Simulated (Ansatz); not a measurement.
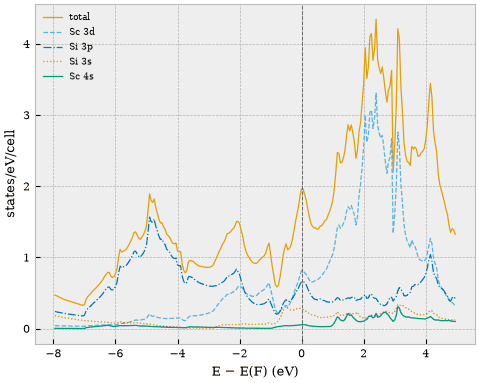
Figure. Total and projected density of states of ScSi2 in space group P6/mmm (No. 191; Sc on 1a, Si on 2d), plane-wave PAW r²SCAN (Ansatz code)

### Question
Which orbitals carry the states next to the Fermi level?

### Answer
Within 0.5 eV of the Fermi level: Sc 3d 40 %, Si 3p 33 %, Si 3s 16 %, outside the projected shells 8 %. Projections are on Löwdin-orthogonalised atomic valence shells; empty p or d shells of many metals are not among them.

### Question
Where is the tallest occupied peak in this window, and what makes it?

### Answer
Near -4.9 eV, about 1.9 states/eV per cell; the largest projected share is Si 3p.

The workflow started from an entry of the Crystallography Open Database (COD). Its standing as an ambient phase is unchecked. The cell was relaxed with r²SCAN under the symmetry of its start; whether a distortion lowers the energy is not shown. No spin polarisation was allowed.

Potentials: the later of the program's two PAW sets.
